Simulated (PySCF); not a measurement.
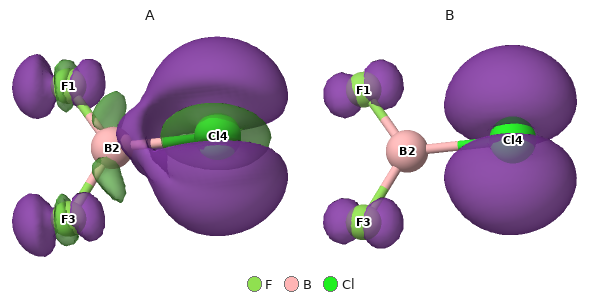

Figure 1: BClF2, SMILES `FB(F)Cl`. The Fukui function f⁻ from two separate SCF calculations and the density of the HOMO, at ±0.03 e/Å³ (purple positive, green negative).

Method: ωB97X/def2-TZVP; geometry: GFN2-xTB; program: PySCF. No frequency check shows the geometry to be a minimum. GFN2-xTB bond lengths at metals and heavier atoms can be off by up to 0.1 Å and shapes distorted, which carries into these values.

Question: Which panel is which, and how good is the frozen-orbital picture?

Answer: A is f⁻ (it has negative regions), B the HOMO density. The HOMO lies on Cl4 (85 %) and B2 (6 %); f⁻ (Hirshfeld-condensed) is largest on Cl4 (0.70); the vertical ionisation energy is 13.05 eV (the stability of the cation's solution wasn't checked). Relaxation shifts 15 % of the electron between atoms. The orbital energy is −12.56 eV.
